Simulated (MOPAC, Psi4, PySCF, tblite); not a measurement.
Intermolecular potential of N2 ··· F4Si (SMILES N#N and F[Si](F)(F)F). Monomers: optimised at B3LYP-D3(BJ) (def2-TZVP), held rigid. Orientation: lowest of the rigid-body minima from ten starts at GFN2-xTB. Only R, the distance of the centres of mass, is varied, so the lowest point isn't the relaxed dimer.

Geometry at R = 3.59 Å (first 2 atoms: monomer A):
```
7

N      0.5455     0.0000     0.0000
N     -0.5455     0.0000     0.0000
F     -2.0250    -2.5308     0.2305
Si    -3.1552    -1.6634    -0.4225
F     -4.4343    -2.5437    -0.6340
F     -3.5010    -0.4604     0.5208
F     -2.6605    -1.1191    -1.8066
```

Levels: PBE-D3(BJ)/def2-TZVP, counterpoise-corrected (Psi4); PBE0-D3(BJ)/def2-TZVP, counterpoise-corrected (Psi4); GFN2-xTB (tblite); RMP2/3-21G = restricted MP2 (frozen core)/3-21G, no counterpoise correction (PySCF 2.14.0); PM3, restricted, heats of formation (MOPAC).

Interaction energies in kcal/mol (negative: bound); R is the distance of the centres of mass, d the N2···F3 distance.

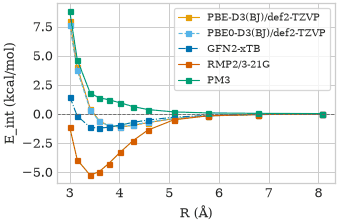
Figure. Interaction energy against separation.

| R / Å | d / Å | PBE-D3(BJ)/def2-TZVP | PBE0-D3(BJ)/def2-TZVP | GFN2-xTB | RMP2/3-21G | PM3 |
|---|---|---|---|---|---|---|
| 3.00 | 2.47 | 7.96 | 7.62 | 1.48 | -1.17 | 8.81 |
| 3.15 | 2.59 | 3.99 | 3.74 | -0.19 | -3.95 | 4.66 |
| 3.41 | 2.79 | 0.46 | 0.35 | -1.15 | -5.27 | 1.79 |
| 3.59 | 2.94 | -0.58 | -0.62 | -1.23 | -4.97 | 1.38 |
| 3.78 | 3.10 | -1.03 | -1.02 | -1.15 | -4.28 | 1.22 |
| 4.01 | 3.30 | -1.12 | -1.09 | -0.97 | -3.32 | 0.95 |
| 4.27 | 3.53 | -0.99 | -0.95 | -0.74 | -2.31 | 0.63 |
| 4.57 | 3.79 | -0.75 | -0.72 | -0.53 | -1.40 | 0.37 |
| 5.09 | 4.27 | -0.41 | -0.40 | -0.29 | -0.52 | 0.17 |
| 5.78 | 4.91 | -0.17 | -0.17 | -0.13 | -0.16 | 0.08 |
| 6.78 | 5.87 | -0.06 | -0.06 | -0.03 | -0.06 | 0.04 |
| 8.08 | 7.12 | -0.02 | -0.02 | 0.00 | -0.02 | 0.02 |

Lowest grid point: PBE-D3(BJ)/def2-TZVP -1.12 kcal/mol at R = 4.01 Å; PBE0-D3(BJ)/def2-TZVP -1.09 kcal/mol at R = 4.01 Å; GFN2-xTB -1.23 kcal/mol at R = 3.59 Å; RMP2/3-21G -5.27 kcal/mol at R = 3.41 Å; PM3 0.02 kcal/mol at R = 8.08 Å.
